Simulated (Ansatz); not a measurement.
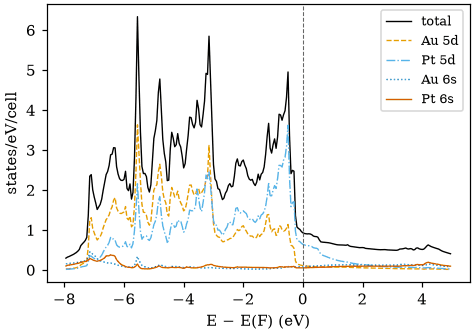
Figure: Total and projected density of states of PtAu in space group P-6m2 (No. 187; Pt on 1e, Au on 1b), DFT-LDA in the program Ansatz with PAW potentials

Which orbitals carry the states next to the Fermi level?

Within 0.5 eV of the Fermi level: Pt 5d 69 %, Au 5d 18 %, Au 6s 6 %. Projections are on Löwdin-orthogonalised atomic valence shells; empty p or d shells of many metals are not among them.

Where is the tallest occupied peak in this window, and what makes it?

Near -5.5 eV, about 6.3 states/eV per cell; the largest projected share is Au 5d.

The workflow started from a Materials Project entry (that database holds measured and hypothetical structures alike); the Crystallography Open Database copy checked does not list it. With Pt and Au taken as one species the cell has the higher symmetry P6_3/mmc, so it may be an ordered model of a mixed-site phase. Whether it is the stable phase at ambient conditions was not checked. Symmetry was held in the LDA relaxation; its stability against distortions is not shown here. The run is not spin-polarised. Spin–orbit coupling is left out wherever it is not named.

Potentials: the later of the program's two PAW sets.
